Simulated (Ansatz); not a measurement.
Start from AlN in the wurtzite structure (space group P6_3mc, No. 186; a = 3.107 Å, c = 4.978 Å).

Structures relaxed with plane-wave PAW DFT at the r2SCAN level (Ansatz, a program for electronic structure, 500 eV), no spin-orbit coupling, earlier PAW set.

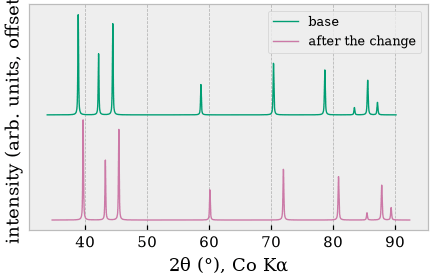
Figure. Simulated powder patterns before (top) and after one change

Name the change that was made.
A. pressure −2 GPa
B. pressure 22.5 GPa
C. pressure 15 GPa
D. pressure −1 GPa

C, pressure 15 GPa. Its volume per atom is 9.76 Å³ against 10.40 Å³, and its space group is P6_3mc (No. 186).

Load acts through the strain it causes; cell and atoms are relaxed under it. Whether these cells are dynamically stable was not tested. Measured, AlN leaves this structure (for rock salt) near 14 GPa (temperature not stated; as listed in Datta, Sujoy, Jana, Debnarayan, arXiv (2020)), on rising pressure, with hysteresis.
